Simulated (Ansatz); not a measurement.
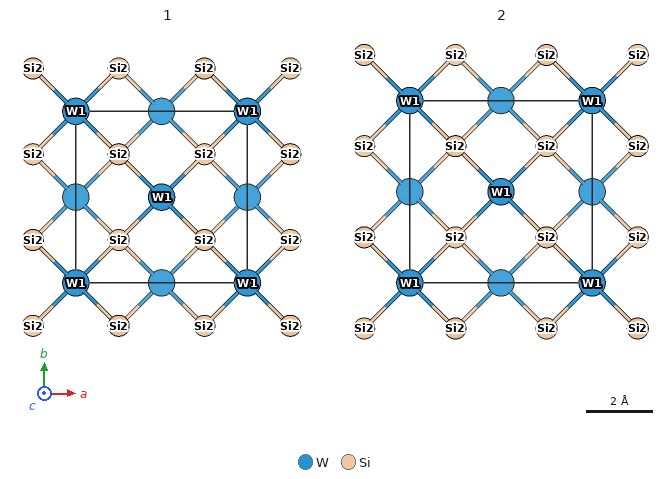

Two geometries of a crystal of SiW (built on the zinc blende type) (coarse preliminary run), drawn at one scale. One is the start of a relaxation, the other its converged end. A ball-and-stick model of the conventional cell (4 times the calculation's cell), seen along the c axis. Lengths and directions refer to the drawn axes.

Method: Ansatz, DFT PBE, scalar-relativistic, plane waves, PAW. (plane-wave cutoff 420 eV; k-point mesh 6 × 6 × 6; occupations gaussian; smearing width 0.1 eV; no spin polarisation; cell and atoms relaxed; force threshold 0.05 eV/Å; at most 80 steps)

### Which geometry has the lower energy?

Structure 2 is the relaxed one. The energy falls by 0.570 eV per cell of the calculation in 3 accepted moves (4 points after the start). All forces vanish by symmetry, so only the cell relaxes. The pressure goes from 29.09 to 0.03 GPa. At 1 point the geometry stayed and the basis and grid were re-selected for the new cell (energy shift of 2.6 meV per cell of the calculation at most each time). The atoms keep their places relative to the cell (all moves are under 0.005 Å). The drawn cell changes as follows: a = b = c 5.251 → 5.581 Å (+6.3 %); the volume changes by +20.1 %. Near-neighbour distances that change, for instance: W1–Si2 2.274 → 2.417 Å. The space group stays F-43m (No. 216). Cost: 6.5 s on 1 thread of Arm Neoverse V1 (shared host), peak memory 0.29 GiB.
